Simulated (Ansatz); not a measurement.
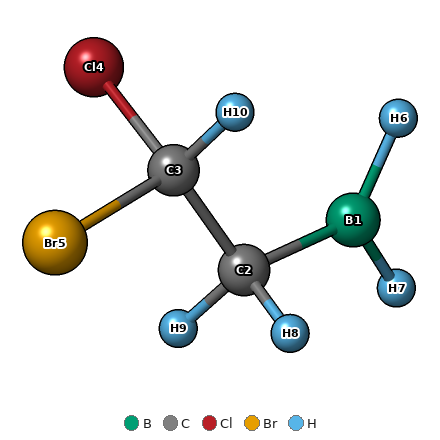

The system is C2H5BBrCl, SMILES BCC(Cl)Br; the picture shows the reference structure. Coordinates scanned: (1) dihedral B1–C2–C3–Cl4; (2) dihedral H6–B1–C2–C3. Nothing is relaxed (all other coordinates rigid). The grid has 12 × 12 points. Points are written as (first, second). All energies are given in eV relative to the lowest grid point. Energies and slopes of some neighbouring points disagree (a jump in structure or state, or too coarse a mesh). All numbers below come from Ansatz 0.2.0, RHF/def2-SVP.

Its coordinates:

```yaml
atoms:
  - { symbol: B, position_ang: [-1.4634, 0.3039, -0.3421] }
  - { symbol: C, position_ang: [-0.0608, -0.4245, -0.4084] }
  - { symbol: C, position_ang: [1.0166, 0.1639, 0.4788] }
  - { symbol: Cl, position_ang: [0.5617, 0.0079, 2.1978] }
  - { symbol: Br, position_ang: [2.7555, -0.6642, 0.1678] }
  - { symbol: H, position_ang: [-1.5696, 1.4206, 0.0816] }
  - { symbol: H, position_ang: [-2.4288, -0.2451, -0.7938] }
  - { symbol: H, position_ang: [0.2566, -0.3375, -1.4568] }
  - { symbol: H, position_ang: [-0.1568, -1.4950, -0.2194] }
  - { symbol: H, position_ang: [1.1721, 1.2190, 0.2975] }
```

Range: dihedral B1–C2–C3–Cl4 from −180 to 150°; dihedral H6–B1–C2–C3 from −180 to 150°.

What landscape does the calculation give?

The lowest grid point is at (60°, 30°). Other grid points that lie below all their neighbours: (60°, −150°) (0.020 eV higher); (−60°, 0°) (0.037 eV higher); (−60°, −180°) (0.052 eV higher). The highest grid point, (−120°, −180°), lies 0.782 eV above the lowest.

```csv
"dihedral H6–B1–C2–C3 ↓, dihedral B1–C2–C3–Cl4 →",−180,−150,−120,−90,−60,−30,0,30,60,90,120,150
150,0.077,0.271,0.641,0.460,0.105,0.212,0.563,0.457,0.148,0.197,0.323,0.208
120,0.155,0.246,0.462,0.407,0.179,0.212,0.403,0.383,0.218,0.297,0.428,0.308
90,0.212,0.294,0.389,0.306,0.198,0.269,0.348,0.273,0.187,0.311,0.455,0.344
60,0.196,0.373,0.411,0.213,0.141,0.330,0.381,0.186,0.081,0.219,0.369,0.273
30,0.122,0.447,0.566,0.205,0.061,0.367,0.530,0.197,0.000,0.117,0.261,0.169
0,0.059,0.395,0.731,0.329,0.037,0.304,0.662,0.334,0.024,0.103,0.239,0.139
−30,0.081,0.282,0.648,0.448,0.101,0.219,0.568,0.443,0.135,0.188,0.319,0.209
−60,0.161,0.259,0.482,0.419,0.184,0.223,0.422,0.394,0.217,0.292,0.426,0.312
−90,0.218,0.307,0.403,0.316,0.206,0.281,0.364,0.283,0.188,0.306,0.449,0.344
−120,0.210,0.406,0.441,0.228,0.157,0.363,0.414,0.203,0.088,0.222,0.368,0.275
−150,0.140,0.496,0.632,0.236,0.081,0.413,0.598,0.236,0.020,0.132,0.273,0.179
−180,0.067,0.411,0.782,0.369,0.052,0.320,0.712,0.382,0.048,0.120,0.251,0.147
```

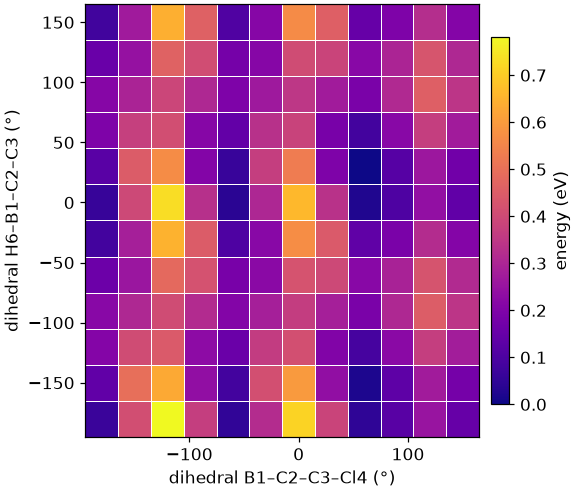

In the figure: one coloured cell a grid point.

The whole map (144 points run) took 10 min on 1 thread of Arm Neoverse V1, with other jobs on the host.
